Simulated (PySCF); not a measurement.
In(Me)(Vi)(NH2), SMILES [CH](=C)[In]([NH2])[CH3] at its PBE0/def2-SVP optimised geometry (Å):

```
13

In     0.4160     0.0042     0.0000
C      2.5741     0.0042     0.0000
H      2.9541     0.5244     0.8917
H      2.9543     0.5293    -0.8888
H      2.9618    -1.0241    -0.0026
C     -0.9487     1.6657     0.0000
C     -2.2757     1.5190    -0.0962
H     -0.5589     2.6895     0.0758
H     -2.9618     2.3769    -0.0994
H     -2.7558     0.5364    -0.1788
N     -0.4930    -1.8063    -0.0213
H      0.0031    -2.6895    -0.0114
H     -1.4937    -1.9590     0.0148
```

Computed with PBE0/def2-TZVP, def2 effective core potentials past Kr in PySCF 2.14.0. The core electrons that the potentials of In replace are not part of the density.

Map of the log10 of the electron density (e/bohr³), floored at −4 on the plane z = 1.0 Å:

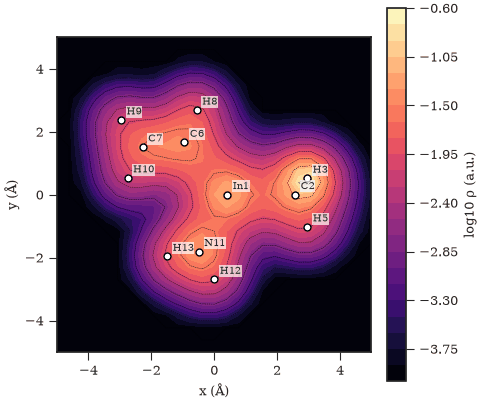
Log10 of the electron density (e/bohr³), floored at −4 on the plane z = 1.0 Å.
